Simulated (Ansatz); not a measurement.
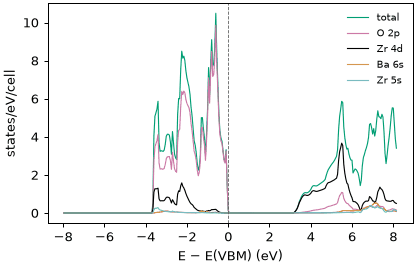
Figure. Total and projected density of states of BaZrO$_{3}$ (cubic perovskite, Pm-3m), the program Ansatz at the PBE level (PAW)

**Question.** Which orbitals carry the states next to the gap?

**Answer.** Top 1 eV of the valence band: O 2p 94 %. Bottom 1 eV of the conduction band: Zr 4d 86 %, O 2p 7 %, outside the projected shells 7 %. Projections are on Löwdin-orthogonalised atomic valence shells; empty p or d shells of many metals are not among them.

**Question.** Where is the tallest occupied peak in this window, and what makes it?

**Answer.** Near -0.6 eV, about 10 states/eV per cell; the largest projected share is O 2p.

The cell was relaxed with PBE under the symmetry of its start. No spin polarisation was allowed. Scalar-relativistic: spin–orbit coupling is off unless named, which matters more the heavier the elements.

Potentials: the later of the program's two PAW sets.
